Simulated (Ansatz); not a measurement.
**CH3AlF2O (SMILES C[O][Al]([F])[F]) at HF/3-21G**

What is the vertical singlet–triplet gap of CH3AlF2O at HF/3-21G? 

Program for the calculation: Ansatz 0.2.0.

128 further runs of the same task are left out: 128 set aside as unsound or not needed.

### Step 1. Starting point

The species is CH3AlF2O (8 atoms), meant as a singlet with charge 0. As SMILES, `C[O][Al]([F])[F]`. The shape is that of a PBE0-D4/def2-TZVP optimisation.

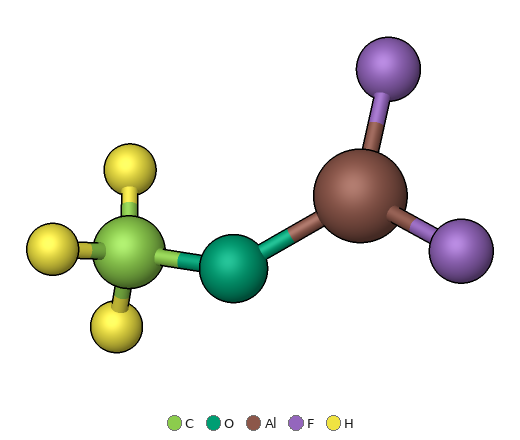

Viewed from a chosen angle; carbon green, oxygen teal, aluminium brown, fluorine purple, hydrogen yellow.

### Step 2. The energy at HF/3-21G

Contents of input.yaml:

```yaml
crystal:
  periodic: [false, false, false]
  atoms:
    - {symbol: C, position_ang: [-0.239000, 0.900700, 0.881500]}
    - {symbol: O, position_ang: [-0.459800, -0.316300, 0.222600]}
    - {symbol: Al, position_ang: [0.227600, -1.156300, -1.035300]}
    - {symbol: F, position_ang: [-0.392600, -2.602700, -1.474500]}
    - {symbol: F, position_ang: [1.520300, -0.581200, -1.861800]}
    - {symbol: H, position_ang: [0.609600, 1.454200, 0.465200]}
    - {symbol: H, position_ang: [-0.042800, 0.715700, 1.941600]}
    - {symbol: H, position_ang: [-1.131100, 1.528900, 0.804800]}
basis:
  gaussian:
    orbitals: 3-21G.json
hamiltonian:
  xc: hf
accuracy: high
output: {orbitals: {seedname: orbitals}}
```

The basis set 3-21G is read from a file made from the Basis Set Exchange's data (not shown).

Command:

```
$ ansatz run input.yaml --threads 1 --pin off --max-ram 3480MiB --events-out events.jsonl --progress --plain --runs-dir runs
```

What it wrote:

```text
Warning: RAYON_NUM_THREADS=1 ignored (pool sized by the plan → 1); use --threads N
Functional definition: HF
  name "HF"
  exchange = exact_x
  correlation = 0
1191 factors; integrals over basis functions are off by at most 2.5e-8 eV
mean field evaluation 1: about -15029.3789 eV, gradient 4.4e1 eV
mean field evaluation 2: about -15029.6269 eV, gradient 4.5e1 eV
mean field evaluation 4: about -15032.7808 eV, gradient 1.7e0 eV
mean field evaluation 8: about -15032.8174 eV, gradient 1.6e-1 eV
mean field evaluation 16: about -15032.8175 eV, gradient 4.6e-8 eV
mean field -15032.81751904 eV, -552.4458542149 hartree, gradient 4.6e-8 eV, S^2 0.000000; 0 other end points of the search recorded, 0 dependent functions left out
reference -15032.81751904 eV, -552.4458542149 hartree; 24, 24 occupied and 31, 31 virtual orbitals, 1191 factors
Total energy: -15032.81751904 eV, -552.4458542149 hartree
```

Wall time 0.67 s (1 thread of Intel Xeon Platinum 8488C (Sapphire Rapids), shared host); peak memory 0.14 GiB.

### Step 3. The triplet

Contents of job.yaml:

```yaml
crystal:
  periodic: [false, false, false]
  atoms:
    - {symbol: C, position_ang: [-0.239000, 0.900700, 0.881500]}
    - {symbol: O, position_ang: [-0.459800, -0.316300, 0.222600]}
    - {symbol: Al, position_ang: [0.227600, -1.156300, -1.035300]}
    - {symbol: F, position_ang: [-0.392600, -2.602700, -1.474500]}
    - {symbol: F, position_ang: [1.520300, -0.581200, -1.861800]}
    - {symbol: H, position_ang: [0.609600, 1.454200, 0.465200]}
    - {symbol: H, position_ang: [-0.042800, 0.715700, 1.941600]}
    - {symbol: H, position_ang: [-1.131100, 1.528900, 0.804800]}
basis:
  gaussian: {orbitals: 3-21G.json}
magnetization: {spin_polarized: true, initial_magnetization: 2}
hamiltonian: {xc: hf}
accuracy: high
output: {orbitals: {seedname: orbitals}}
```

The basis set 3-21G is read from a file made from the Basis Set Exchange's data (not shown).

Command:

```
$ ansatz run job.yaml --threads 1 --pin off --max-ram 3480MiB --events-out events.jsonl --progress --plain --runs-dir runs
```

What it wrote:

```text
Warning: RAYON_NUM_THREADS=1 ignored (pool sized by the plan → 1); use --threads N
[... 4 set-up lines as earlier in the session ...]
1191 factors; integrals over basis functions are off by at most 2.5e-8 eV
mean field evaluation 1: about -15021.1754 eV, gradient 3.1e1 eV
mean field evaluation 2: about -15021.1860 eV, gradient 3.1e1 eV
mean field evaluation 4: about -15026.1703 eV, gradient 4.1e0 eV
mean field evaluation 8: about -15026.6664 eV, gradient 2.5e-1 eV
mean field evaluation 16: about -15026.6672 eV, gradient 2.0e-8 eV
mean field evaluation 32: about -15026.3529 eV, gradient 3.0e-1 eV
mean field evaluation 64: about -15026.6649 eV, gradient 1.3e-1 eV
mean field evaluation 96: about -15026.5873 eV, gradient 3.4e0 eV
mean field -15026.66718512 eV, -552.2198336122 hartree, gradient 2.0e-8 eV, S^2 2.007574; 2 other end points of the search recorded, 0 dependent functions left out
reference -15026.66718512 eV, -552.2198336122 hartree; 25, 23 occupied and 30, 32 virtual orbitals, 1191 factors
Total energy: -15026.66718512 eV, -552.2198336122 hartree
```

It took 2.7 s on 1 thread of Intel Xeon Platinum 8488C (Sapphire Rapids), shared host; peak memory 0.17 GiB.

### Step 4. Summary of results

At HF/3-21G:

```
                                        quantity          value
                           singlet: total energy  -552.44585 Eh
                            singlet: HOMO energy      -12.21 eV
                            singlet: LUMO energy        2.79 eV
                          singlet: HOMO–LUMO gap       15.00 eV
                           triplet: total energy  -552.21983 Eh
     triplet: HOMO energy (highest over α and β)       -4.09 eV
      triplet: LUMO energy (lowest over α and β)       -1.09 eV
                                   triplet: ⟨S²⟩          2.008
vertical energy of the triplet above the singlet       6.150 eV
```

**Reading.** At this shape the triplet lies 6.15 eV (142 kcal/mol) above the singlet.
